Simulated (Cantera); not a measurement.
Charge: 1 mol Si3N4, 0.17 mol C, 0.086 mol H2, at 9.20 bar.

Equilibrium computed with Cantera from the NASA thermochemical tables; the gas is ideal and each condensed phase is pure. Candidate condensed phases: C, C6H6, C7H8, C8H18, Si, SiC, Si3N4; 105 gas species. Mutual solubility and eutectic melting of coexisting phases are not modelled. Equilibrium is a limit: real reactors are often held back by kinetics, nucleation or transport.

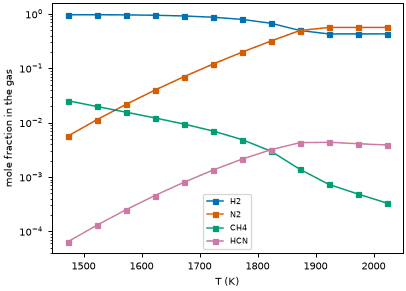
Figure: Equilibrium gas composition (values under 1e-9 drawn at 1e-9)

Problem. Read off the mole fractions at 1473 K.

Solution. H2 about 0.97, CH4 about 0.025, N2 about 0.0057, HCN about 6.4e-5.
